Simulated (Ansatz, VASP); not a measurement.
## AlFe in two plane-wave programs

One calculation is typed for both programs; each brings its own data sets and cutoff. How far apart do they land? The cell comes out of the VASP series on this material, whose earlier steps may have relaxed, scaled or displaced it; both programs get it as it stands.

Main program and level: Ansatz 0.2.0; plane waves, with VASP 6.6.1 beside it; relaxation of cell and atoms at PBEsol.

### Step 1. The structure

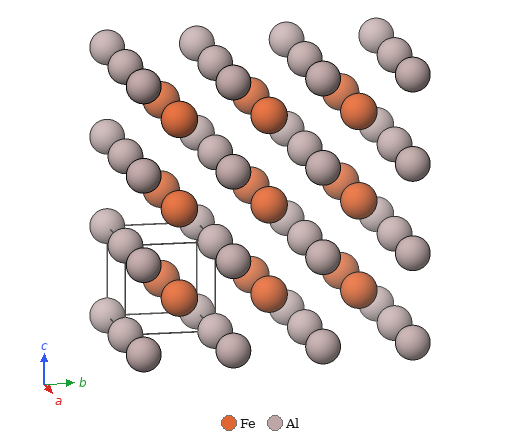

The starting structure, seen slightly off an axis (iron orange, aluminium light grey). 2×3×3 cells are drawn. Some periodic images of atoms are drawn too.

### Step 2. Ansatz: relaxation of cell and atoms, PBEsol

Ansatz runs on its default PAW (the set named soft_2) files.

The relaxed volume is the usual yardstick between codes: its relative difference is about their pressure difference at one cell divided by the bulk modulus.

Input file input.yaml:

```yaml
crystal:
  lattice:
    - [2.8459696799, 0.0, 0.0]
    - [0.0, 2.8459696799, 0.0]
    - [0.0, 0.0, 2.8459696799]
  atoms:
    - { symbol: Fe, position: [0.5, 0.5, 0.5], spin: 3.0 }
    - { symbol: Al, position: [0.0, 0.0, 0.0] }
hamiltonian:
  xc: pbesol
  pseudopotentials: { kind: paw }
magnetization:
  spin_polarized: true
kpoints:
  mp_grid: { grid: [16, 16, 16] }
scf:
  occupations: { method: methfessel_paxton, width: 0.15 }
relax:
  f_tol: 0.01
  max_steps: 60
  cell: { stress_tol: 0.05 }
output:
  forces: true
  stress: true
```

Started as:

```bash
$ ansatz run input.yaml --threads 4 --pin off --max-ram 9216MiB --backend cpu --events-out ev --progress --plain --runs-dir out
```

Numbers of over 12 decimals in the logs are rounded to 6 here.

What it wrote:

```text
Engine: ansatz 0.2.0, aarch64-unknown-linux-gnu
Pseudopotentials: kind: paw
Pseudopotential: Fe, paw, valence charge 16, recommended cutoff 420 eV (normal), Fe.paw.azcp
Pseudopotential: Al, paw, valence charge 3, recommended cutoff 420 eV (normal), Al.paw.azcp
Functional definition: PBEsol
  exchange = pbesol_x
  correlation = pbesol_c
Crystal: 2 atoms, lattice volume = 23.051 Å³
Basis set: ecut = 420 eV, 461 PW (Γ), exchange–correlation on 40×40×40 points (8 copies of the dense FFT grid, shifted against one another)
Bands: 15, of which v1, the nominal top of the filled ones, is band 10 counted from 1 (9 counted from 0)
Symmetry: 48 space group operations
Space group: Pm-3m (ITA 221), of the structure as read, at distance tolerance 2.8e-5 Å
Magnetic group: BNS 221.92 (UNI 1594), of the structure as read, at distance tolerance 2.8e-5 Å
k-points: 165 of 4096
Non-local potential: Fe, projectors of the file, l = 0: 3, l = 1: 2, l = 2: 3, l = 3: 1
Non-local potential: Al, projectors of the file, l = 0: 2, l = 1: 2, l = 2: 1
PAW form: soft (Blöchl's): semilocal exchange-correlation on the pseudo side does not see the compensation charge
PAW frozen core: Fe, regenerated for the run's functional, and the local potential with it (the file was generated under x = pbe(κ = 0.804, μ = 0.219515), c = pbe(β = 0.066725))
PAW frozen core: Al, regenerated for the run's functional, and the local potential with it (the file was generated under x = pbe(κ = 0.804, μ = 0.219515), c = pbe(β = 0.066725))
PAW one-centre angular grid: Fe, 590 points (default); XC on 64 Gauss nodes
PAW one-centre angular grid: Al, 110 points (default); XC on 64 Gauss nodes
Initial density: superposition of atomic densities (chi_scale 0.1, normalization cell)
Starting moments: Σ|m| = 3 μB on 1 of 2 sites
Initial wavefunctions: pseudopotential atomic-orbital guess
Functional: x = pbesol(κ = 0.804, μ = 0.123457), c = pbesol(β = 0.046)
SCF iter   1: F=—  HF=-4973.222758 eV  |F-HF|=—  |Δ(HF+E_count)|=         —  Δρ=7.75e-2 (↑7.75e-2 ↓3.30e-2)  dr2=1.70e0  dr2_m=1.89e-1  M=2.298 μB ∫|m|=2.544 μB  β_m=0.30  ethr=3.10e-3  ⟨swp⟩=4.1  Hψ=22144  notcnv=0
Mixer restart at iter 1: flushing history
preconditioner: auto → none  [metal: Δε(μ)=0.004 eV  Ē_g=9.460 eV  σ=0.150 eV  W_gap=0.01  n_scr=6 (ndim 8)  ℏωp=25.7 eV  f_vac=0.000  D(μ)=2.51/eV (n_scr^D=32)  sad-step TF]
SCF iter   2: F=—  HF=-4972.655836 eV  |F-HF|=—  |Δ(HF+E_count)|=   5.67e-1  Δρ=3.10e-2 (↑3.10e-2 ↓2.24e-2)  dr2=1.58e-1  dr2_m=1.17e-1  M=2.214 μB ∫|m|=2.478 μB  β_m=0.36  ethr=3.10e-3  ⟨swp⟩=2.7  Hψ=11264  notcnv=0  defer=232
SCF iter   3: F=—  HF=-4973.932578 eV  |F-HF|=—  |Δ(HF+E_count)|=         —  Δρ=1.66e-1 (↑1.66e-1 ↓1.08e-1)  dr2=6.45e-1  dr2_m=3.89e0  M=0.891 μB ∫|m|=1.024 μB  β_m=1.00  ethr=8.29e-4  ⟨swp⟩=2.0  Hψ=6661  notcnv=0  defer=236
Mixer restart at iter 3: flushing history
SCF iter   4: F=—  HF=-4975.697362 eV  |F-HF|=—  |Δ(HF+E_count)|=    1.76e0  Δρ=1.45e-1 (↑1.40e-1 ↓1.45e-1)  dr2=1.48e1  dr2_m=1.03e-2  M=0.802 μB ∫|m|=0.952 μB  β_m=0.36  ethr=2.63e-4  ⟨swp⟩=3.8  Hψ=14352  notcnv=0  defer=283
SCF iter   5: F=—  HF=-4975.773583 eV  |F-HF|=—  |Δ(HF+E_count)|=   7.62e-2  Δρ=1.27e-1 (↑1.27e-1 ↓7.86e-2)  dr2=7.02e0  dr2_m=1.31e-1  M=0.665 μB ∫|m|=0.748 μB  β_m=0.29  ethr=2.63e-4  ⟨swp⟩=4.0  Hψ=17943  notcnv=0  defer=309
SCF iter   6: F=—  HF=-4974.054915 eV  |F-HF|=—  |Δ(HF+E_count)|=    1.72e0  Δρ=1.24e-2 (↑1.19e-2 ↓1.24e-2)  dr2=1.18e-2  dr2_m=2.79e-2  M=0.726 μB ∫|m|=0.831 μB  β_m=0.64  ethr=2.63e-4  ⟨swp⟩=3.3  Hψ=14090  notcnv=0  defer=354
SCF iter   7: F=—  HF=-4974.119513 eV  |F-HF|=—  |Δ(HF+E_count)|=   6.46e-2  Δρ=1.22e-2 (↑7.90e-3 ↓1.22e-2)  dr2=4.91e-2  dr2_m=2.46e-3  M=0.691 μB ∫|m|=0.784 μB  β_m=0.53  ethr=6.23e-5  ⟨swp⟩=2.0  Hψ=12092  notcnv=0  defer=338
SCF iter   8: F=—  HF=-4974.107224 eV  |F-HF|=—  |Δ(HF+E_count)|=   1.23e-2  Δρ=3.86e-3 (↑2.68e-3 ↓3.86e-3)  dr2=2.47e-3  dr2_m=7.79e-4  M=0.687 μB ∫|m|=0.776 μB  β_m=0.76  ethr=6.23e-5  ⟨swp⟩=2.0  Hψ=9136  notcnv=0  defer=338
SCF iter   9: F=—  HF=-4974.105017 eV  |F-HF|=—  |Δ(HF+E_count)|=   2.21e-3  Δρ=5.63e-4 (↑5.63e-4 ↓5.51e-4)  dr2=1.11e-6  dr2_m=6.41e-5  M=0.683 μB ∫|m|=0.770 μB  β_m=0.86  ethr=1.30e-5  ⟨swp⟩=2.0  Hψ=8685  notcnv=0  defer=337
SCF iter  10: F=—  HF=-4974.105006 eV  |F-HF|=—  |Δ(HF+E_count)|=   1.13e-5  Δρ=2.49e-4 (↑1.67e-4 ↓2.49e-4)  dr2=3.61e-5  dr2_m=4.92e-7  M=0.682 μB ∫|m|=0.767 μB  β_m=0.88  ethr=5.84e-9  ⟨swp⟩=2.6  Hψ=8873  notcnv=0  defer=337
SCF iter  11: F=—  HF=-4974.093230 eV  |F-HF|=—  |Δ(HF+E_count)|=         —  Δρ=1.73e-4 (↑1.13e-4 ↓1.73e-4)  dr2=5.06e-6  dr2_m=3.07e-7  M=0.682 μB ∫|m|=0.768 μB  β_m=0.88  ethr=5.84e-9  ⟨swp⟩=2.2  Hψ=8243  notcnv=0  defer=337
Mixer restart at iter 11: flushing history
iteration 11: the input's own smearing fills from here on; a Gaussian of 0.15 eV has filled iterations ahead of it
SCF iter  12: F=—  HF=-4974.093240 eV  |F-HF|=—  |Δ(HF+E_count)|=   1.01e-5  S|Δr|=    0.00e0  Δρ=3.27e-4 (↑3.27e-4 ↓3.23e-4)  dr2=7.97e-5  dr2_m=8.08e-8  M=0.682 μB ∫|m|=0.768 μB  β_m=0.88  ethr=5.84e-9  ⟨swp⟩=2.5  Hψ=8218  notcnv=0  defer=337
SCF iter  13: F=—  HF=-4974.093233 eV  |F-HF|=—  |Δ(HF+E_count)|=   7.27e-6  S|Δr|=    0.00e0  Δρ=2.15e-4 (↑1.67e-4 ↓2.15e-4)  dr2=2.76e-5  dr2_m=1.27e-7  M=0.682 μB ∫|m|=0.769 μB  β_m=0.63  ethr=5.84e-9  ⟨swp⟩=3.0  Hψ=8726  notcnv=0  defer=337
SCF iter  14: F=—  HF=-4974.093229 eV  |F-HF|=—  |Δ(HF+E_count)|=   3.21e-6  S|Δr|=    0.00e0  Δρ=8.79e-5 (↑6.22e-5 ↓8.79e-5)  dr2=4.24e-6  dr2_m=3.67e-8  M=0.682 μB ∫|m|=0.769 μB  β_m=0.81  ethr=5.84e-9  ⟨swp⟩=2.5  Hψ=7873  notcnv=0  defer=337
SCF iter  15: F=—  HF=-4974.093229 eV  |F-HF|=—  |Δ(HF+E_count)|=   5.60e-7  S|Δr|=    0.00e0  Δρ=1.53e-5 (↑9.57e-6 ↓1.53e-5)  dr2=1.22e-7  dr2_m=1.84e-9  M=0.682 μB ∫|m|=0.769 μB  β_m=0.81  ethr=5.84e-9  ⟨swp⟩=2.1  Hψ=5947  notcnv=0  defer=337
SCF iter  16: F=-4974.093229 eV  HF=-4974.093229 eV  |F-HF|=1.48e-9  |Δ(HF+E_count)|=   1.53e-8  S|Δr|=    0.00e0  Δρ=1.68e-6 (↑1.08e-6 ↓1.68e-6)  dr2=1.46e-9  dr2_m=2.52e-11  M=0.682 μB ∫|m|=0.769 μB  ethr=5.26e-10  ⟨swp⟩=3.0  Hψ=12514  notcnv=0
SCF 1 converged in 16 iterations: F = -4974.093229 eV  dr2 = 1.46e-9
  greatest PAW one-centre occupation: 1.001 electrons in one spin orbital (limit 2), on the Fe atom at site 0 (counted from 0), in its partial waves of l = 1
relax step   1: F+E_penalty+E_count = -4974.09322885 eV  Δ(F+E_penalty+E_count) = +0.000e0 eV  max|allowed force component| = 1.924e-29 eV/Å  Δτ_max = 0.0000 Å  P = -0.200 GPa  Ω = 23.051 Å³  (16 SCF iters, dr2 threshold 1.00e-7 eV, accepted)
[...]
relax step   2: F+E_penalty+E_count = -4974.09324874 eV  Δ(F+E_penalty+E_count) = -1.989e-5 eV  max|allowed force component| = 6.262e-30 eV/Å  Δτ_max = 0.0000 Å  P = -0.079 GPa  Ω = 23.036 Å³  energy of the carried Pulay correction = +7.119e-6 eV  (5 SCF iters, dr2 threshold 1.00e-7 eV, accepted)
[...]
relax step   3: F+E_penalty+E_count = -4974.09325565 eV  Δ(F+E_penalty+E_count) = -6.906e-6 eV  max|allowed force component| = 5.062e-29 eV/Å  Δτ_max = 0.0000 Å  P = -0.000 GPa  Ω = 23.027 Å³  energy of the carried Pulay correction = +1.170e-5 eV  (5 SCF iters, dr2 threshold 1.54e-8 eV, accepted)
[...]
relax step   4: F+E_penalty+E_count = -4974.09324101 eV  Δ(F+E_penalty+E_count) = +1.464e-5 eV  max|allowed force component| = 1.249e-29 eV/Å  Δτ_max = 0.0000 Å  P = -0.001 GPa  Ω = 23.027 Å³  stress off target by 1.08e-3 GPa  SCF on the basis re-selected at this cell (its energy is not comparable with the rows above)  (6 SCF iters)
basis re-selected at this cell: Δ(F+E_penalty+E_count) = +1.464e-5 eV, ΔP = -0.001 GPa vs the last step (what re-selecting the basis moved, of the pressure what is left beyond the Pulay correction that the steps carried, after the strain that the cell walked since its last selection, with what the two solves' SCF thresholds leave and, on support functions, any second-order correction that the steps lacked; it is no m [...]
SCF converged after 6 iterations
Stability not checked: this state was not tested for a lower state beside it, because cold or Methfessel-Paxton smearing, or corrected tetrahedra, fill the levels in a way that the test cannot read (fill_not_monotonic; see scf.lower_state_search)
Magnetization: 0.6818 μB (9.8409 up, 9.1591 down)
Absolute magnetization: 0.7679 μB (∫|ρ↑−ρ↓|, with the PAW one-centre terms)
Spin contamination: 0.0065 ħ² per cell (⟨S²⟩ above its minimum at these occupations)
Per-site moments (μB) at R_I (Å): [(0.704758, 1.016327), (-0.023432, 1.016327)]
Free energy (F): -4974.093241 eV
Harris-Foulkes:  -4974.093241 eV  (|F-HF|=1.82e-12)
Internal energy: -4974.094048 eV  (E = F + TS)
E sigma→0 (E₀):  -4974.093443 eV
Entropy (-TS):   0.000807 eV (0.403 meV/atom)
Fermi energy:    14.450892 eV
Step filling:    the computed levels leave a gap of 0.0008 eV = 0.0 smearing widths at the electron count; against every level under it full and every level over it empty, smearing changes F+E_penalty+E_count by -0.616 meV and its σ→0 estimate by -0.818 meV
--- Per-component energies (eV) ---
  E_band       = -239.328520
  E_kinetic    = 383.816750
  E_local      = -2712.989507  (includes V_loc(G=0)·N_el)
  E_nonlocal   = 227.775314
  E_hartree    = 1173.927800
  E_xc         = -159.500581
  E_vxc        = -184.465309  (∫ρ·V_xc dr)
  E_paw        = -1789.690774  (= ΣΔE_a)
  E_vpaw       = -301.322166  (= ΣTr[D̂ρ^β])
  E_aug_tail   = 0.000668  (compensation charges beyond the density's cutoff)
  E_ewald      = -2097.632058
  E_core_change = 0.198341  (= ΣΔE_core)
  E_smearing   = 0.000807  (= −TS)
  E_closure    = 0.000000  (closes the sum)
  Σ components = -4974.093241   (vs F -4974.093241, Δ=0.00e0)
--- Forces (eV/Å), atoms counted from 1 ---
  atom   1  Fe     0.00000000    -0.00000000     0.00000000
  atom   2  Al     0.00000000    -0.00000000     0.00000000
  max |Σ_I F_I| component: 2.55e-29 eV/Å
--- Stress (GPa, compression-positive) ---
       -0.001076      -0.000000      -0.000000
       -0.000000      -0.001076      -0.000000
       -0.000000      -0.000000      -0.001076
  P = ⅓ Tr σ = -0.0011 GPa (-0.011 kbar)
--- Relaxed structure (3 steps of the walk, 3 accepted, 1 SCFs on fresh bases) ---
  F+E_penalty+E_count = -4974.09324101 eV   max|allowed force component| = 1.249e-29 eV/Å   (the final SCF, on the basis selected at the relaxed cell)
  cell:  # Å, volume = 23.0269 Å³
    - [2.844977, 0, 0]
    - [0, 2.844977, 0]
    - [0, 0, 2.844977]
  atoms:
    - { symbol: Fe, position: [0.500000, 0.500000, 0.500000] }
    - { symbol: Al, position: [0, 0, 0] }
```

Run time: 6.5 s. Hardware: 4 threads of Arm Neoverse V2, shared host; peak memory 0.4 GiB.

[end of part 1 of 2]

[Lines on the potential files, build, host, timing and source positions are cut from VASP's logs without a mark.]

[Logs are printed without paths, hosts, clocks, repeated set-up lines and the standing remarks that a program may print on its own settings, such as how far it seeks lower states.]

[Hosts, paths, dates, database ids (printed as entryN), source tags and the programs' standing remarks are cut or masked in the printed files.]
